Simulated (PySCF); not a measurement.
Consider C₇H₁₅P.

The calculation's input:

```
{"job": {"kind": "nmr", "xc": "PBE0", "basis": "pcSseg-1"}, "charge": 0, "multiplicity": 1}
C      2.889558    -0.133874     0.338333
C      1.605540     0.505108    -0.126664
P      0.876370     1.968482     0.756658
C      0.320438     0.200441     0.584047
C     -0.971651    -0.138580    -0.146050
C     -2.137197     0.093090     0.819533
C     -1.172870     0.732743    -1.385665
C     -0.921077    -1.615205    -0.554964
H      2.914055    -0.211516     1.424226
H      3.751588     0.446961     0.014305
H      2.976940    -1.137415    -0.079003
H      1.539513     0.591676    -1.206711
H      1.569978     1.742515     1.953447
H      0.438564    -0.388432     1.491417
H     -3.083712    -0.160040     0.347402
H     -2.164972     1.138978     1.119422
H     -2.023591    -0.517231     1.713038
H     -0.464145     0.475687    -2.169072
H     -2.176533     0.593805    -1.781157
H     -1.044665     1.784784    -1.130162
H     -0.826191    -2.253946     0.320611
H     -1.829757    -1.891549    -1.084843
H     -0.070934    -1.799496    -1.208067
```

Command:

```sh
OMP_NUM_THREADS=1 python probes_run.py task.json out
```

Geometry: GFN2-xTB.

Level of theory: PySCF 2.14.0, PBE0/pcSseg-1, SCF density, gas phase, non-relativistic.

What will maps of the electron density and electron localisation function show?

C–C (1.50 Å): ρ at the midpoint is about 1.7 e/Å³; the ELF peaks at about 0.90 between the atoms, as expected for localised, covalent bonding.
C–H (1.09 Å): ρ is about 2 e/Å³ halfway; the ELF climbs to about 1 towards the hydrogen, as it does in any bond to H; a covalent bond by its length.

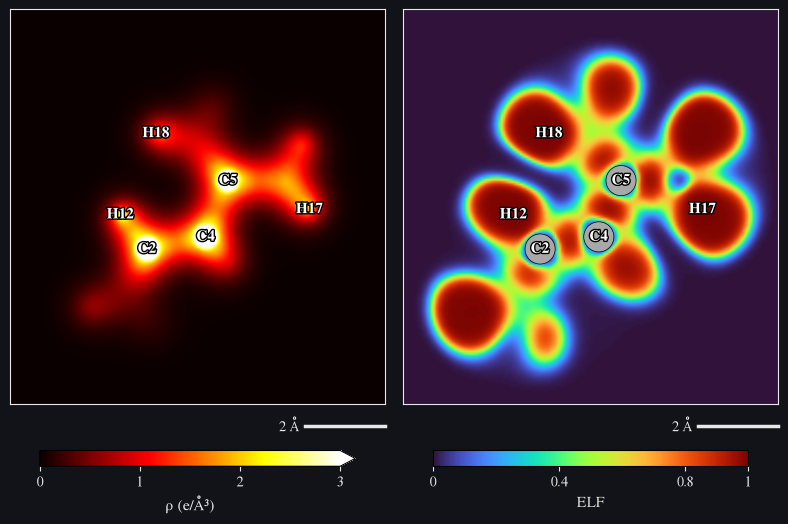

Computed electron density and electron localisation function on the plane of atoms C4, C2 and H12, in this order. Grey discs cover the atomic cores in the ELF map. 
